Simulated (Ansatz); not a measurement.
From GeH4 to GeCl4: predicting a member

On one Ge centre, n of the H ligands are replaced by Cl. The atomisation energy (no zero-point term) y in kJ/mol at CCSD(T)/def2-TZVPP. Shapes, held fixed at every level: PBE0-D4/def2-TZVP. Programs: Ansatz 0.2.0.

| molecule | n | y (kJ/mol) |
| --- | --- | --- |
| GeH4 | 0 | 1237 |
| GeH3Cl | 1 | ? |
| GeH2Cl2 | 2 | 1301 |
| GeHCl3 | 3 | 1333 |
| GeCl4 | 4 | 1358 |

Task: Fit y = c + s·n to the known rows and predict GeH3Cl.

Result: 
1. Means of the 4 rows: n = 2.25000, y = 1307.2.
2. Σ(Δn)² = 8.75, Σ(Δn·Δy) = 267.75, so the slope is 267.75/8.75 = 30.6.
3. Intercept: 1307.2 − (30.6) × 2.25000 = 1238.4. The largest residual of the fit is 2.8.
4. GeH3Cl: 1238.4 + (30.6) × 1 = 1269 kJ/mol.

The run gave 1267 kJ/mol, so the prediction is off by +2 kJ/mol, within the scatter of the fit. The steps per swap are +30, +34, +32, +25 kJ/mol. The slope is only an average step. Other levels give for GeH3Cl: PBE-D4/def2-TZVPP 1263; r2SCAN0-D4/def2-TZVPP 1274; CCSD/def2-TZVPP 1253 kJ/mol. The series runs otherwise at HF/def2-SVP, HF/def2-TZVPP. Spin-orbit coupling of the free atoms (H 0, Cl 4 kJ/mol each; the atoms kept shift only the intercept) is left out. Relativity is left out for Ge unless named. Correlated rows may include outer-core shells of Ge, which these sets cover unevenly.

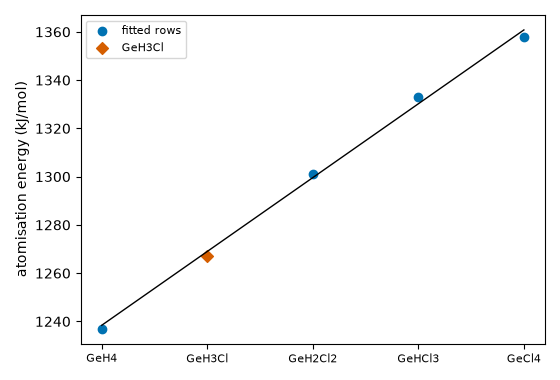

The fitted line, with the withheld member.
